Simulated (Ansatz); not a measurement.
Band structure of TiP (P6_3/mmc, 4 atoms in the cell).

```xyz
4
Lattice="4.2339 0.0000 0.0000 -2.1170 3.6667 0.0000 0.0000 0.0000 4.8709" Properties=species:S:1:pos:R:3 pbc="T T T"
Ti     2.1170     1.2222     3.6532
Ti     0.0000     2.4445     1.2177
P      0.0000     2.4445     3.6532
P      2.1170     1.2222     1.2177
```

Computed with PBEsol, PAW files made with PBE (plane waves; Ansatz, a program for electronic structure).

Settings: basis.ecutwfc = 420 eV; kpoints.mp_grid.grid = 9 9 7; hamiltonian.xc = pbesol; hamiltonian.pseudopotentials = {kind: paw} (the program's default PAW files); scf.occupations.method = fermi_dirac; scf.occupations.width = 0.1 eV; kpoints.band_path.npoints = 8.

The starting cell comes from a database of computed structures (which also holds hypothetical and non-ambient phases and stackings), without a prior relaxation at this level. Spin polarisation is off, so a magnetic state, if there is one, cannot be reached.

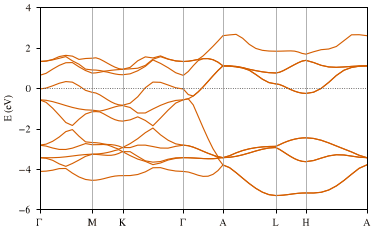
Bands along the path, energies from the Fermi level.

Levels in eV from the Fermi level, bands 14 to 20:
| point | 14 | 15 | 16 | 17 | 18 | 19 | 20 |
|---|---|---|---|---|---|---|---|
| Γ | -2.82 | -2.82 | -0.57 | -0.57 | -0.04 | 0.64 | 1.32 |
| M | -2.79 | -2.69 | -1.16 | -1.08 | -0.20 | 0.75 | 0.91 |
| K | -2.93 | -2.93 | -1.63 | -0.86 | -0.84 | 0.67 | 0.94 |
| A | -3.43 | -3.43 | -3.43 | 1.11 | 1.11 | 1.11 | 1.11 |
| L | -2.93 | -2.88 | -2.88 | 0.22 | 0.22 | 0.76 | 0.76 |
| H | -3.63 | -2.45 | -2.45 | -0.26 | -0.26 | 1.38 | 1.38 |

Bands cross the Fermi level along this path, so the cell is metallic at this level.

Keys are those of Ansatz 0.2.
